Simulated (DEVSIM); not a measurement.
Device: Ru/AlN/SiO2/p-Si capacitor, at 250 K.

```csv
layer (left to right),material,thickness (nm),Na (cm⁻³)
1,AlN,11.0,-
2,SiO2,0.530,-
3,Si,760,1.1e17
```

Metal gate on the left, work function 4.7 eV. Fixed charge at the semiconductor interface -7.3e11 cm⁻² (in units of +e); no interface traps.

This is a model device: material constants are rounded textbook-type values typed into the input, and sizes, dopings and lifetimes were drawn at random. Values at 300 K; Nc and Nv go as T^1.5, mobilities as T to minus their exponent, the gap by Varshni's rule with the affinity fixed.

```
parameter         AlN  SiO2        Si
----------------  ---  ----  --------
gap (eV)          6.1     9     1.124
affinity (eV)     1.9   0.9      4.05
permittivity      8.5   3.9      11.7
Nc (cm⁻³)           -     -   2.86e19
Nv (cm⁻³)           -     -    3.1e19
Varshni α (eV/K)    -     -  0.000473
Varshni β (K)       -     -       636
```

Model (solved in DEVSIM): 1D Poisson equation in equilibrium, Boltzmann statistics, complete ionisation; no quantum confinement or tunnelling. Metal contacts follow the ideal Schottky-Mott rule: no Fermi-level pinning, no interface dipoles.

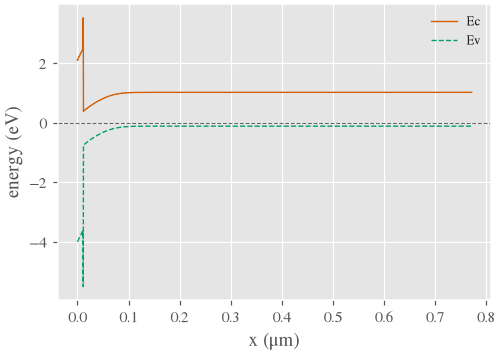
Band edges at 0.7 V on the gate

Energies count from the Fermi level of the right contact; mesh points crowd at the junctions.

| x (μm) | Ec (eV) | Ev (eV) | n (cm⁻³) | p (cm⁻³) | field (V/cm) |
|---|---|---|---|---|---|
| 0.000 | 2.100 | -4.000 | < 1e2 | < 1e2 | 360000 |
| 0.001110 | 2.139 | -3.961 | < 1e2 | < 1e2 | 360000 |
| 0.003051 | 2.208 | -3.892 | < 1e2 | < 1e2 | 360000 |
| 0.006370 | 2.326 | -3.774 | < 1e2 | < 1e2 | 360000 |
| 0.009581 | 2.440 | -3.660 | < 1e2 | < 1e2 | 360000 |
| 0.01082 | 2.484 | -3.616 | < 1e2 | < 1e2 | 360000 |
| 0.01129 | 3.514 | -5.486 | < 1e2 | < 1e2 | 770000 |
| 0.01258 | 0.396 | -0.740 | 2.2e11 | 29000 | 140000 |
| 0.01486 | 0.428 | -0.708 | 5.0e10 | 130000 | 140000 |
| 0.01951 | 0.491 | -0.645 | 2.7e9 | 2400000 | 130000 |
| 0.02896 | 0.608 | -0.528 | 1.2e7 | 5.3e8 | 120000 |
| 0.05992 | 0.884 | -0.253 | < 1e2 | 1.9e14 | 63000 |
| 0.1111 | 1.017 | -0.119 | < 1e2 | 9.2e16 | 3400 |
| 0.2152 | 1.020 | -0.116 | < 1e2 | 1.1e17 | ≈ 0 |
| 0.4915 | 1.020 | -0.116 | < 1e2 | 1.1e17 | ≈ 0 |
| 0.6390 | 1.020 | -0.116 | < 1e2 | 1.1e17 | ≈ 0 |
| 0.7069 | 1.020 | -0.116 | < 1e2 | 1.1e17 | ≈ 0 |
| 0.7404 | 1.020 | -0.116 | < 1e2 | 1.1e17 | ≈ 0 |
| 0.7601 | 1.020 | -0.116 | < 1e2 | 1.1e17 | ≈ 0 |
| 0.7665 | 1.020 | -0.116 | < 1e2 | 1.1e17 | ≈ 0 |
| 0.7698 | 1.020 | -0.116 | < 1e2 | 1.1e17 | ≈ 0 |
| 0.7715 | 1.020 | -0.116 | < 1e2 | 1.1e17 | ≈ 0 |
